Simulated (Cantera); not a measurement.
Charge: 1 mol V, 0.034 mol O₂, 7.8 mol H₂, at 0.00825 Torr.

Method: chemical equilibrium by Gibbs-energy minimisation in Cantera with the NASA 1993 tables (ideal gas, pure condensed phases). Candidate condensed phases: H₂O, V, VO, V₂O₃, V₂O₄, V₂O₅; 12 gas species. Mutual solubility and eutectic melting of coexisting phases are not modelled. VO: taken at fixed stoichiometry. Condensed phases not in the tables: N, O or C dissolved in the metal. Kinetics and transport are ignored.

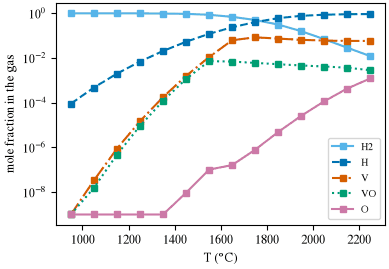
*Equilibrium gas composition (values under 1e-9 drawn at 1e-9)*

Q: Read off the mole fractions at 1550 °C.

A: H₂ about 0.86, H about 0.12, V about 0.011, VO about 0.0072, O about 1.0e-7.
